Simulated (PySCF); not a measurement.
# Zn⁺: dipole response in aug-cc-pVTZ-DK

Aim: the static polarisability and the C₆ coefficient of Zn⁺, method by method.

The numbers are computed with PySCF 2.14.0 (unrestricted determinants in a Gaussian basis, no spin-orbit coupling in the energies), except any that are marked as measured or tabulated.

## Step 1: The atom as given

- Element: zinc (Z = 30)
- Basis: aug-cc-pVTZ-DK (8s7p5d3f2g, 93 functions)
- Hamiltonian: the spin-free X2C one-electron Hamiltonian (Gaussian nucleus)
- State 1: Zn⁺: [Ar] 3d10 4s1, 2S determinant
- Methods: UHF, PBE, PBE0, revPBE

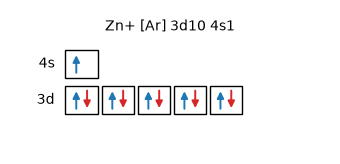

Occupation of the outer shells (arrows by Hund's rule).

One driver process ran all states and methods and kept the integrals in memory. Each run is shown as a PySCF script that sums up its settings (the driver passes frozen orbitals as a list and adds second-order terms of double hybrids); the logs are those of the runs themselves. The driver starts from symmetry-adapted Hartree-Fock orbitals, holds the occupation by maximum overlap and uses a logarithmic radial grid for functionals, so a plain start would take other cycles.

The integrals over 93 functions and the set-up took 2.2 s of CPU time.

## Step 2: Zn⁺

Level: UHF.

Input file input.py:

```python
from pyscf import gto, scf, dft, mp, cc
import basis_set_exchange as bse
mol = gto.M(atom="Zn 0 0 0", charge=1, spin=1, symmetry="D2h",
            basis=gto.basis.parse(bse.get_basis("aug-cc-pVTZ-DK", elements=["Zn"], fmt="nwchem")),
            nucmod="G")
mf = scf.UHF(mol).sfx2c1e()
mf.irrep_nelec = {'Ag': (6, 5), 'B1g': (1, 1), 'B2g': (1, 1), 'B3g': (1, 1), 'B1u': (2, 2), 'B2u': (2, 2), 'B3u': (2, 2)}
mf.kernel()
```

The log of the run:

```text
damping factor = 0
level_shift factor = 0
DIIS = <class 'pyscf.scf.diis.CDIIS'>
diis_start_cycle = 1
diis_space = 10
diis_damp = 0
SCF conv_tol = 1e-09
SCF conv_tol_grad = None
number electrons alpha = 15  beta = 14
cycle= 1 E= -1793.98059138507  delta_E= -6e-11  |g|= 4.81e-06  |ddm|= 3.17e-05
converged SCF energy = -1793.98059138507  <S^2> = 0.75094587  2S+1 = 2.0009456
```

It used 7.2 s of CPU time after the integrals (shared host).

Orbital energies by shell (radii are means over both spins):

```tsv
shell	electrons	mean orbital energy (eV)	spread (eV)	rms radius (bohr)
1s α	1	-9738.7	0	0.0580
1s β	1	-9738.6	0	0.0580
2s α	1	-1242.8	0	0.244
2s β	1	-1242.7	0	0.244
2p β	3	-1074.3	0	0.219
2p α	3	-1074.3	0	0.219
3s α	1	-167.23	0	0.732
3s β	1	-166.97	0	0.732
3p α	3	-114.91	0	0.777
3p β	3	-114.90	0	0.777
3d α	5	-30.170	0	0.998
3d β	5	-30.147	0	0.998
4s α	1	-16.970	0	2.71
```

⟨S²⟩ = 0.751, ⟨L²⟩ = 0.00.

The driver then solved the coupled dipole response at imaginary frequencies: mean α = 23.72 bohr³, C₆ = 101.6 au for a like pair.

Level: PBE.

input.py, as changed from the run before:

```diff
@@ -5,3 +5,3 @@
             nucmod="G")
-mf = scf.UHF(mol).sfx2c1e()
+mf = dft.UKS(mol, xc="PBE").sfx2c1e()
 mf.irrep_nelec = {'Ag': (6, 5), 'B1g': (1, 1), 'B2g': (1, 1), 'B3g': (1, 1), 'B1u': (2, 2), 'B2u': (2, 2), 'B3u': (2, 2)}
```

The log of the run:

```text
damping factor = 0
level_shift factor = 0
DIIS = <class 'pyscf.scf.diis.CDIIS'>
diis_start_cycle = 1
diis_space = 10
diis_damp = 0
SCF conv_tol = 1e-09
SCF conv_tol_grad = None
number electrons alpha = 15  beta = 14
XC functionals = PBE
    J. P. Perdew, K. Burke, and M. Ernzerhof.,  Phys. Rev. Lett. 77, 3865 (1996)
    J. P. Perdew, K. Burke, and M. Ernzerhof.,  Phys. Rev. Lett. 78, 1396 (1997)
    J. P. Perdew, K. Burke, and M. Ernzerhof.,  Phys. Rev. Lett. 77, 3865 (1996)
    J. P. Perdew, K. Burke, and M. Ernzerhof.,  Phys. Rev. Lett. 78, 1396 (1997)
cycle= 1 E= -1795.30840347252  delta_E= -0.00888  |g|= 0.364  |ddm|= 0.666
cycle= 2 E= -1795.24208446093  delta_E= 0.0663  |g|= 0.849  |ddm|= 0.347
cycle= 3 E= -1795.32690762461  delta_E= -0.0848  |g|= 0.0531  |ddm|= 0.286
cycle= 4 E= -1795.32734932825  delta_E= -0.000442  |g|= 0.00192  |ddm|= 0.0162
cycle= 5 E= -1795.32734982201  delta_E= -4.94e-07  |g|= 3.6e-05  |ddm|= 0.000502
cycle= 6 E= -1795.3273498222  delta_E= -1.91e-10  |g|= 4.72e-06  |ddm|= 1.75e-05
converged SCF energy = -1795.3273498222  <S^2> = 0.75097134  2S+1 = 2.0009711
```

CPU time 7.5 s on a shared host, the integrals not counted.

The driver then solved the coupled dipole response at imaginary frequencies: mean α = 16.72 bohr³, C₆ = 68.55 au for a like pair.

Level: PBE0.

input.py, as changed from the run before:

```diff
@@ -5,3 +5,3 @@
             nucmod="G")
-mf = dft.UKS(mol, xc="PBE").sfx2c1e()
+mf = dft.UKS(mol, xc="PBE0").sfx2c1e()
 mf.irrep_nelec = {'Ag': (6, 5), 'B1g': (1, 1), 'B2g': (1, 1), 'B3g': (1, 1), 'B1u': (2, 2), 'B2u': (2, 2), 'B3u': (2, 2)}
```

The log of the run:

```text
damping factor = 0
level_shift factor = 0
DIIS = <class 'pyscf.scf.diis.CDIIS'>
diis_start_cycle = 1
diis_space = 10
diis_damp = 0
SCF conv_tol = 1e-09
SCF conv_tol_grad = None
number electrons alpha = 15  beta = 14
XC functionals = PBE0
    C. Adamo and V. Barone.,  J. Chem. Phys. 110, 6158 (1999)
    M. Ernzerhof and G. E. Scuseria.,  J. Chem. Phys. 110, 5029 (1999)
cycle= 1 E= -1795.32430676497  delta_E= -0.0101  |g|= 0.18  |ddm|= 0.456
cycle= 2 E= -1795.31488524482  delta_E= 0.00942  |g|= 0.347  |ddm|= 0.175
cycle= 3 E= -1795.3286920634  delta_E= -0.0138  |g|= 0.0144  |ddm|= 0.13
cycle= 4 E= -1795.32872397154  delta_E= -3.19e-05  |g|= 0.00107  |ddm|= 0.00462
cycle= 5 E= -1795.32872412727  delta_E= -1.56e-07  |g|= 2.34e-05  |ddm|= 0.000795
cycle= 6 E= -1795.32872412754  delta_E= -2.64e-10  |g|= 5.51e-06  |ddm|= 3.91e-05
converged SCF energy = -1795.32872412754  <S^2> = 0.75088719  2S+1 = 2.000887
```

It used 15 s of CPU time after the integrals (shared host).

The driver then solved the coupled dipole response at imaginary frequencies: mean α = 18.00 bohr³, C₆ = 74.03 au for a like pair.

Level: revPBE.

input.py, as changed from the run before:

```diff
@@ -5,3 +5,3 @@
             nucmod="G")
-mf = dft.UKS(mol, xc="PBE0").sfx2c1e()
+mf = dft.UKS(mol, xc="PBE_R,PBE").sfx2c1e()
 mf.irrep_nelec = {'Ag': (6, 5), 'B1g': (1, 1), 'B2g': (1, 1), 'B3g': (1, 1), 'B1u': (2, 2), 'B2u': (2, 2), 'B3u': (2, 2)}
```

The log of the run:

```text
damping factor = 0
level_shift factor = 0
DIIS = <class 'pyscf.scf.diis.CDIIS'>
diis_start_cycle = 1
diis_space = 10
diis_damp = 0
SCF conv_tol = 1e-09
SCF conv_tol_grad = None
number electrons alpha = 15  beta = 14
XC functionals = PBE_R,PBE
    Y. Zhang and W. Yang.,  Phys. Rev. Lett. 80, 890 (1998)
    J. P. Perdew, K. Burke, and M. Ernzerhof.,  Phys. Rev. Lett. 77, 3865 (1996)
    J. P. Perdew, K. Burke, and M. Ernzerhof.,  Phys. Rev. Lett. 78, 1396 (1997)
cycle= 1 E= -1795.47196902219  delta_E= -0.00849  |g|= 0.35  |ddm|= 0.63
cycle= 2 E= -1795.41081319861  delta_E= 0.0612  |g|= 0.815  |ddm|= 0.341
cycle= 3 E= -1795.48917785864  delta_E= -0.0784  |g|= 0.0505  |ddm|= 0.275
cycle= 4 E= -1795.489578015  delta_E= -0.0004  |g|= 0.00172  |ddm|= 0.0148
cycle= 5 E= -1795.48957841034  delta_E= -3.95e-07  |g|= 2.34e-05  |ddm|= 0.000499
cycle= 6 E= -1795.48957841051  delta_E= -1.66e-10  |g|= 5.78e-06  |ddm|= 2.44e-05
converged SCF energy = -1795.48957841051  <S^2> = 0.7511244  2S+1 = 2.0011241
```

CPU time 9.2 s on a shared host, the integrals not counted.

The driver then solved the coupled dipole response at imaginary frequencies: mean α = 17.19 bohr³, C₆ = 70.98 au for a like pair.

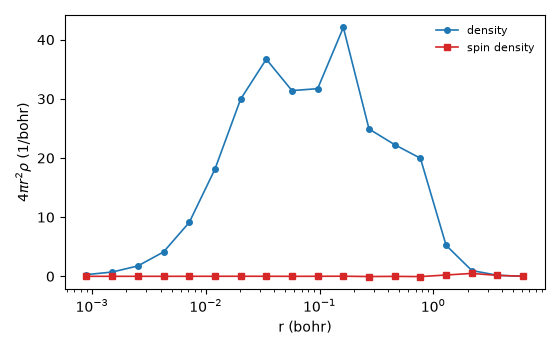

Radial density 4πr²ρ of Zn⁺ at UHF, at 18 stored radii joined by straight lines.

## Step 3: Polarisabilities and C₆

Zn⁺, in atomic units:

```tsv
method	mean α	C₆ (like pair)	S(−4)
UHF	23.72	101.6	538.4
PBE	16.72	68.55	227.5
PBE0	18.00	74.03	276.3
revPBE	17.19	70.98	242.1
```

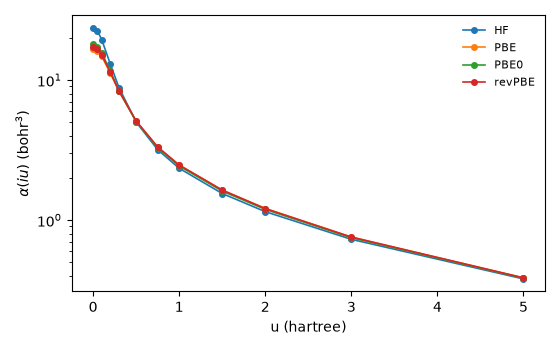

α(iu) of Zn⁺, the polarisability at imaginary frequency, on a logarithmic scale.

## Step 4: What came out

```
quantity                             value
α of Zn⁺  16.72 (PBE) to 23.72 (UHF) bohr³
```

What this shows: A single London oscillator with the computed α and C₆ of Zn⁺ at UHF would have ω = 4 C₆ / (3 α²) = 0.241 hartree. The basis is finite, and no extrapolation was made.
